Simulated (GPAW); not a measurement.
# WS2 (P6_3/mmc): refractive index against wavelength

The refractive index of WS2 (P6_3/mmc) along x below the direct gap (1.74 eV on the mesh) is read from one computed spectrum, n = √(Re ε). x, y and z are the Cartesian axes of the input cell.

It takes space group P6_3/mmc (No. 194, hexagonal). Conventional cell: a = 3.180 Å, b = 3.180 Å, c = 12.500 Å, α = 90.00°, β = 90.00°, γ = 120.00°. W on site c has 6 S at 2.41 Å as nearest neighbours. S on site f is surrounded by 3 W at 2.41 Å.

Method: GPAW 26.7.0, RPBE, RPA, k-mesh 12×12×6, local fields up to 30 eV, Lorentzian half width 0.1 eV.

Launch of the response step: `OMP_NUM_THREADS=1 python df.py`. The run took 8.7 min, its band step included, on 1 thread of Arm Neoverse V1, on a shared host.

| wavelength (nm) | photon energy E (eV) | n |
| --- | --- | --- |
| 3000 | 0.413 | 3.5322 |
| 2000 | 0.620 | 3.5617 |
| 1550 | 0.800 | 3.5994 |
| 1310 | 0.946 | 3.6399 |
| 1064 | 1.165 | ? |

In the single-oscillator model n² − 1 = E₀E_d/(E₀² − E²), so 1/(n² − 1) = E₀/E_d − E²/(E₀E_d) is linear in E².

Working, on the rows shown:

| x = E² (eV²) | y = 1/(n² − 1) |
| --- | --- |
| 0.170801 | 0.0871351 |
| 0.384302 | 0.0855746 |
| 0.639837 | 0.0836422 |
| 0.895757 | 0.0816402 |

Means: x̄ = 0.52267, ȳ = 0.084498. Σ(x − x̄)(y − ȳ) = -0.002243, Σ(x − x̄)² = 0.2959. Slope = -0.002243 / 0.2959 = -0.007582; intercept = ȳ − slope · x̄ = 0.088461. Turned back into n, the line misses the rows shown by at most 0.00065.

**Question.** Fill in the last column of the withheld row.

**Answer.** At x = 1.3578 the line gives y = 0.078166, that is 3.7139. The run gave 3.7226, so the extrapolation is off by 0.0087, 5 % of the range in the table.

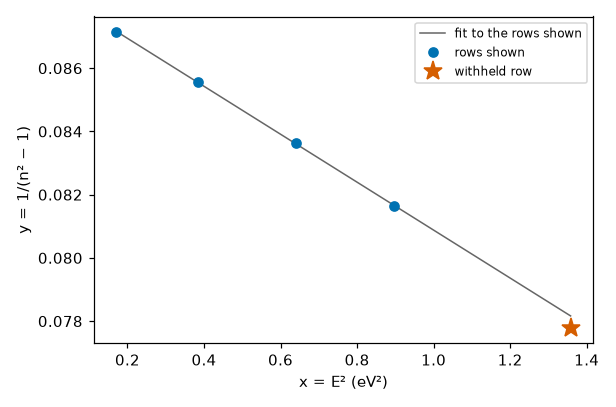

Refitted with all rows, the slope is -0.007888 and the intercept 0.088594. These give E₀ = √(intercept/−slope) = 3.35 eV and E_d = E₀/intercept = 37.8 eV; E₀ is 1.9 times the direct gap. The electronic limit at long wavelengths, without lattice vibrations, is n = √(1 + 1/intercept) = 3.505. The cell comes from an older database entry, whose edges can be off by a per cent or so. Excitons are left out; RPBE gaps are as a rule too small. The values come from a sum over the points of one k-mesh and carry its error, which grows as the direct gap shrinks. This version of GPAW has incomplete matrix elements in the optical limit, which can lower ε − 1 by up to a tenth where first-row anions or d states rule. Spin-orbit coupling is left out.
